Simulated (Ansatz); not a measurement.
**AlRh: how the settings move a relaxation**

How sensitive is a relaxation of AlRh to its settings? A reference run comes first, then one run with altered input.

Method: reference: DFT, r2SCAN, PAW with Ansatz's default frozen-core files, scalar-relativistic; relaxation of cell and atoms, in Ansatz 0.2.0.

## 1. Starting point

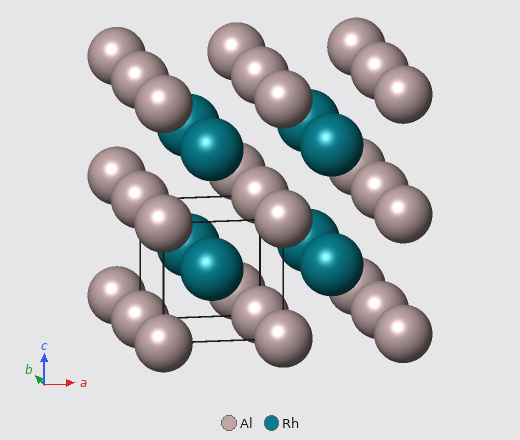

The starting structure, seen slightly off an axis (aluminium light grey, rhodium blue). 2×2×2 cells are drawn. Atoms on the faces are drawn again on the opposite ones.

As a file:

```
Al Rh
1.0
     2.97732    0.00000    0.00000
     0.00000    2.97732    0.00000
     0.00000    0.00000    2.97732
Al Rh
1 1
Direct
  0.00000 0.00000 0.00000
  0.50000 0.50000 0.50000
```

## 2. Reference

input.yaml

```yaml
crystal:
  lattice:
    - [2.97732247, 0.0, 0.0]
    - [0.0, 2.97732247, 0.0]
    - [0.0, 0.0, 2.97732247]
  atoms:
    - { symbol: Al, position: [0.0, 0.0, 0.0] }
    - { symbol: Rh, position: [0.5, 0.5, 0.5] }
kpoints:
  mp_grid: { grid: [14, 14, 14] }
scf:
  occupations: { method: fermi_dirac, width: 0.08 }
hamiltonian:
  xc: r2scan
  pseudopotentials: { kind: paw }
relax:
  f_tol: 0.002
  max_steps: 80
  cell: {}
output:
  forces: true
  stress: true
  write_density: true
  write_potential: true
  elf: true
  volumetric_format: npy
```

Command:

```
ansatz run input.yaml --threads 1 --pin off --max-ram 3072MiB --backend cpu --events-out ev --progress --plain --runs-dir out
```

Excerpt of the output:

```text
[...]
Basis set: ecut = 500 eV, 691 PW (Γ), exchange–correlation on 96×96×96 points (64 copies of the dense FFT grid, shifted against one another)
[...]
k-points: 120 of 2744
[...]
SCF iter   1: F=—  HF=-6958.004196 eV  |F-HF|=—  |Δ(HF+E_count)|=         —  Δρ=7.73e-3  dr2=1.08e-2  dr2_τ=2.30e-2  ethr=1.77e-3  ⟨swp⟩=5.1  Hψ=8579  notcnv=0
preconditioner: auto → none  [metal: Δε(μ)=0.146 eV  Ē_g=9.933 eV  σ=0.080 eV  W_gap=0.41  n_scr=6 (ndim 8)  ℏωp=25.0 eV  f_vac=0.000  D(μ)=0.41/eV (n_scr^D=0)  sad-step TF]
SCF iter   2: F=—  HF=-6958.024145 eV  |F-HF|=—  |Δ(HF+E_count)|=   1.99e-2  Δρ=4.96e-3  dr2=4.69e-3  dr2_τ=2.43e-4  ethr=5.39e-5  ⟨swp⟩=2.0  Hψ=3838  notcnv=0  defer=2
[...]
relax step   1: F+E_penalty+E_count = -6958.02272425 eV  Δ(F+E_penalty+E_count) = +0.000e0 eV  max|allowed force component| = 2.059e-29 eV/Å  Δτ_max = 0.0000 Å  P = +0.072 GPa  Ω = 26.392 Å³  (7 SCF iters, dr2 threshold 1.00e-7 eV, accepted)
[...]
relax step   2: F+E_penalty+E_count = -6958.02272431 eV  Δ(F+E_penalty+E_count) = -6.189e-8 eV  max|allowed force component| = 5.890e-29 eV/Å  Δτ_max = 0.0000 Å  P = -0.014 GPa  Ω = 26.403 Å³  energy of the carried Pulay correction = -1.867e-6 eV  (5 SCF iters
[...]
SCF iter   3: F=—  HF=-6958.022726 eV  |F-HF|=—  |Δ(HF+E_count)|=  1.84e-10  Δρ=1.03e-6  dr2=1.67e-10  dr2_τ=3.10e-11  ethr=6.10e-12  ⟨swp⟩=2.1  Hψ=2220  notcnv=0
SCF iter   4: F=-6958.022726 eV  HF=-6958.022726 eV  |F-HF|=0.00e0  |Δ(HF+E_count)|=  5.46e-12  Δρ=2.40e-7  dr2=6.96e-12  dr2_τ=1.15e-12  ethr=1.00e-12  ⟨swp⟩=3.9  Hψ=7933  notcnv=0
[...]
relax step   3: F+E_penalty+E_count = -6958.02272636 eV  Δ(F+E_penalty+E_count) = -2.049e-6 eV  max|allowed force component| = 9.217e-29 eV/Å  Δτ_max = 0.0000 Å  P = -0.014 GPa  Ω = 26.403 Å³  stress off target by 1.36e-2 GPa  SCF on the basis re-selected at t
[...]
SCF converged after 4 iterations
Free energy (F): -6958.022726 eV
[...]
E sigma→0 (E₀):  -6958.018017 eV
[...]
Fermi energy:    17.028674 eV
[...]
  P = ⅓ Tr σ = -0.0136 GPa (-0.136 kbar)
[...]
--- Relaxed structure (2 steps of the walk, 2 accepted, 1 SCFs on fresh bases) ---
[...]
```

Wall time 15 s (1 thread of Arm Neoverse V2, shared host); peak memory 0.4 GiB.

## 3. Changed: lower_state_search light, xc pbesol, ecutwfc 18.4 Ry

input.yaml: that of step 2 with these lines changed.

```diff
@@ -12,4 +12,5 @@
   occupations: { method: fermi_dirac, width: 0.08 }
+  lower_state_search: light
 hamiltonian:
-  xc: r2scan
+  xc: pbesol
   pseudopotentials: { kind: paw }
@@ -22,5 +23,3 @@
   stress: true
-  write_density: true
-  write_potential: true
-  elf: true
-  volumetric_format: npy
+basis:
+  ecutwfc: "18.4 Ry"
```

Command:

```
ansatz run input.yaml --threads 1 --pin off --max-ram 3072MiB --backend cpu --events-out ev --progress --plain --runs-dir out
```

Log (excerpt; [...] marks lines left out):

```text
Warning: basis.ecutwfc = 250.34475346308957 eV is below the records' recommended 420 eV, and the density's cutoff is lower with it unless basis.ecutrho_ratio is high enough to keep the records' density cutoff: compare with a run at a higher cutoff
[...]
Pseudopotentials: kind: paw
Pseudopotential: Al, paw, valence charge 3, recommended cutoff 420 eV (normal), Al.paw.azcp
Pseudopotential: Rh, paw, valence charge 17, recommended cutoff 420 eV (normal), Rh.paw.azcp
Functional definition: PBEsol
[...]
Crystal: 2 atoms, lattice volume = 26.392 Å³
Basis set: ecut = 250.34475346308957 eV, 251 PW (Γ), exchange–correlation on 32×32×32 points (8 copies of the dense FFT grid, shifted against one another)
Bands: 14, of which v1, the nominal top of the filled ones, is band 10 counted from 1 (9 counted from 0)
Symmetry: 48 space group operations
Space group: Pm-3m (ITA 221), of the structure as read, at distance tolerance 3.0e-5 Å
k-points: 120 of 2744
[...]
SCF iter   1: F=—  HF=-6863.845807 eV  |F-HF|=—  |Δ(HF+E_count)|=         —  Δρ=4.21e-2  dr2=2.55e-1  ethr=1.77e-3  ⟨swp⟩=4.0  Hψ=7784  notcnv=0
[...]
relax step   1: F+E_penalty+E_count = -6863.76965205 eV  Δ(F+E_penalty+E_count) = +0.000e0 eV  max|allowed force component| = 5.571e-30 eV/Å  Δτ_max = 0.0000 Å  P = -1.571 GPa  Ω = 26.392 Å³  (6 SCF iters, dr2 threshold 1.00e-7 eV, accepted)
[...]
relax step  13: F+E_penalty+E_count = -6863.77082744 eV  Δ(F+E_penalty+E_count) = -3.130e-3 eV  max|allowed force component| = 1.057e-29 eV/Å  Δτ_max = 0.0000 Å  P = +0.007 GPa  Ω = 26.192 Å³  energy of the carried Pulay correction = +3.129e-3 eV  (6 SCF iters, dr2 threshold 1.25e-8 eV, accepted)
[...]
relax step  14: F+E_penalty+E_count = -6863.77082744 eV  Δ(F+E_penalty+E_count) = +9.095e-13 eV  max|allowed force component| = 1.572e-29 eV/Å  Δτ_max = 0.0000 Å  P = -0.021 GPa  Ω = 26.192 Å³  stress off target by 2.11e-2 GPa  SCF on the basis re-selected at this cell (its energy is not [...]
SCF converged after 8 iterations
Free energy (F): -6863.770827 eV
[...]
E sigma→0 (E₀):  -6863.765105 eV
Entropy (-TS):   -0.011444 eV (-5.722 meV/atom)
Fermi energy:    17.152947 eV
[...]
--- Forces (eV/Å), atoms counted from 1 ---
  atom   1  Al    -0.00000000    -0.00000000    -0.00000000
  atom   2  Rh    -0.00000000    -0.00000000     0.00000000
[...]
--- Stress (GPa, compression-positive) ---
       -0.021066      -0.000000       0.000000
       -0.000000      -0.021066      -0.000000
        0.000000      -0.000000      -0.021066
  P = ⅓ Tr σ = -0.0211 GPa (-0.211 kbar)
--- Relaxed structure (9 steps of the walk, 8 accepted, 5 SCFs on fresh bases) ---
  F+E_penalty+E_count = -6863.77082744 eV   max|allowed force component| = 1.572e-29 eV/Å   (the final SCF, on the basis selected at the relaxed cell)
  cell:  # Å, volume = 26.1925 Å³
    - [2.9697892290290517, -9.01776572918815e-34, 3.0092655381050554e-36]
    - [-1.0301719025446308e-33, 2.9697892290290517, 6.419766481290786e-35]
    - [3.0092655381050554e-36, 6.419766481290786e-35, 2.9697892290290517]
  atoms:
    - { symbol: Al, position: [1.5857105273204935e-47, 2.2981311990152078e-48, 9.192524796060832e-49] }
    - { symbol: Rh, position: [0.5, 0.5, 0.5] }
```

Wall time 15 s (1 thread of Arm Neoverse V2, shared host); peak memory 0.29 GiB.

A change of functional puts the total energy on another scale; the final volume goes from 26.40 to 26.19 Å³. The search for lower states and cutoff changed too. The cutoff is under what these potentials recommend, as the log warns, so basis error is mixed in.

## 4. All runs together

| run | ending | energy change | pressure (GPa) | gap (eV) | force (eV/Å) | cycles | time |
| --- | --- | --- | --- | --- | --- | --- | --- |
| reference | converged | - | 0.0 | 0.00 | 0.00 | 16 | 15 s |
| 1: lower_state_search light, xc pbesol, ecutwfc 18.4 Ry | converged | not comparable | 0.0 | 0.00 | 0.00 | 89 | 15 s |

Times don't compare one to one where runs were asked for different outputs or read a saved state (see the inputs); cycles may leave out searches for a lower state.

**Reading.** After a change of functional the difference of the totals has no physical meaning; the final volume goes from 26.40 to 26.19 Å³. The search for lower states and cutoff changed too. The cutoff is under what these potentials recommend, as the log warns, so basis error is mixed in. Run 1 ran under the cutoff that the potentials recommend, as the log warns, so basis error is mixed into its values.
